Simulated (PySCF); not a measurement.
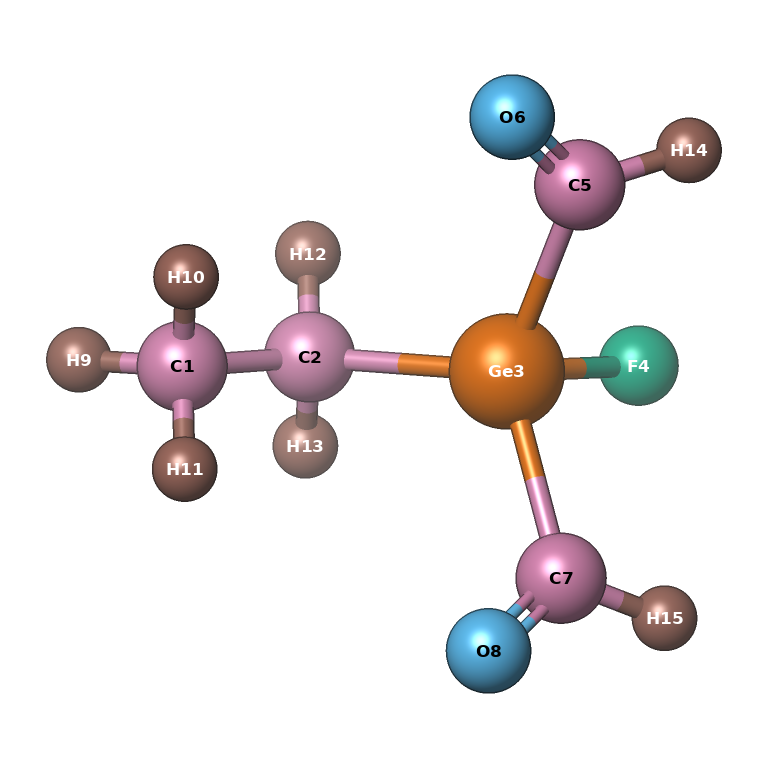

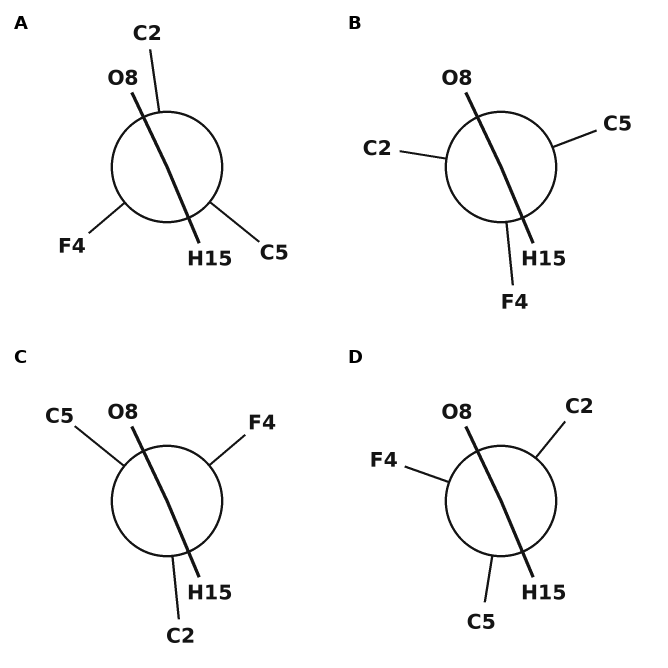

Atoms fade into the background with distance from the viewer. Bonds that would overlap in a projection are set slightly apart. The computed structure is the end point of a GFN2-xTB optimisation. No frequency run is at hand to confirm it as a minimum.

**Which Newman projection shows the view along C7–Ge3, with C7 in front?**

B. The torsion angle O8–C7–Ge3–F4 is −165°, antiperiplanar (anti).
